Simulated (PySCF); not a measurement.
**C7H15Al: density, localisation and related maps**

Input file:

```
{"job": {"kind": "nmr", "xc": "PBE0", "basis": "pcSseg-1"}, "charge": 0, "multiplicity": 1}
C     -3.423273     0.089565     0.272193
C     -2.071249    -0.291486    -0.310095
C     -0.910716     0.455923     0.330877
C      0.465097     0.133193    -0.248748
C      1.552669     1.044514     0.355614
C      2.952758     0.720550    -0.195282
Al     2.823894    -1.235039    -0.355402
C      0.878379    -1.348013    -0.100225
H     -4.244313    -0.469614    -0.202007
H     -3.630419     1.163563     0.136930
H     -3.462653    -0.116504     1.354175
H     -2.067589    -0.098859    -1.398139
H     -1.915163    -1.377503    -0.197347
H     -0.893203     0.242625     1.416829
H     -1.091431     1.543279     0.242015
H      0.428066     0.361044    -1.334137
H      1.276661     2.102165     0.196707
H      1.546125     0.895907     1.452624
H      3.080646     1.164924    -1.201609
H      3.762234     1.138609     0.423409
H      3.926783    -2.357763    -0.606631
H      0.663113    -1.687916     0.934026
H      0.311361    -2.021020    -0.762021
```

Launched as:

```sh
OMP_NUM_THREADS=1 python probes_run.py task.json out
```

Geometry: PBE0-D3(BJ)/def2-SVP.

Method: PBE0/pcSseg-1, SCF density, gas phase, non-relativistic (PySCF 2.14.0).

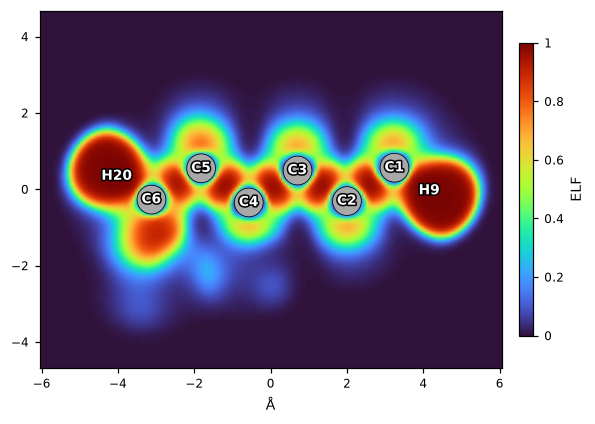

Figure 1. Electron localisation function on the plane of atoms C2, C1 and H9. Grey discs cover the atomic cores.

### Read the bonding off the picture.

Atoms in the plane: C and H. C–C (1.52 Å): the ELF peaks at about 0.95 between the atoms; localised, covalent bonding. C–H (1.10 Å): the ELF climbs to about 1 towards the hydrogen, as it does in any bond to H; a covalent bond by its length.

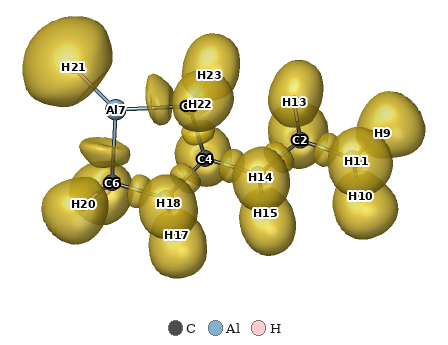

Figure 2. Isosurface of the electron localisation function at 0.8 (yellow), seen across its widest extent. Core shells and regions of very low density are left out.

### What do the ELF domains correspond to?

The surface consists of two regions between bonded Al–C atoms (shared pairs), six regions between bonded C–C atoms (shared pairs), 14 regions around hydrogen nuclei and one region wrapped around H (its valence shell). Profiles from the grid: C–Al (1.97 Å): the ELF peaks at about 0.95 between the atoms; a polar covalent bond.

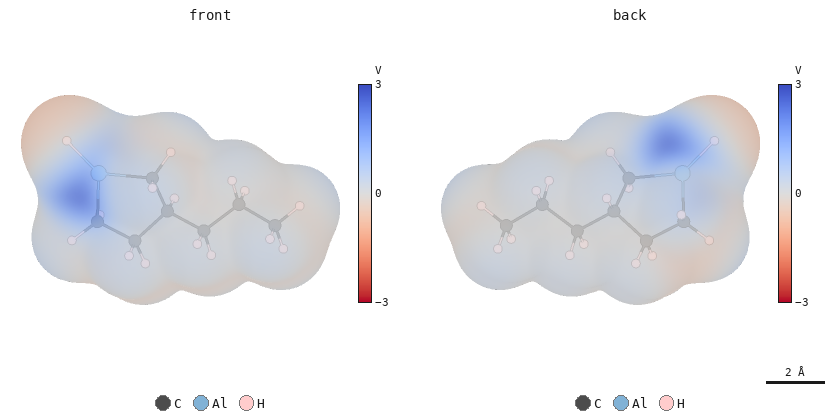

Figure 3. The electrostatic potential painted on the density surface at 0.001 e/bohr³, seen from the front and from behind; red is negative and blue positive.

### Where is the surface potential most negative and most positive?

The most negative region (about −0.5 V, or −12 kcal/mol for a unit charge) lies over H21, the most positive (about +2.2 V, or +51 kcal/mol for a unit charge) over Al7.
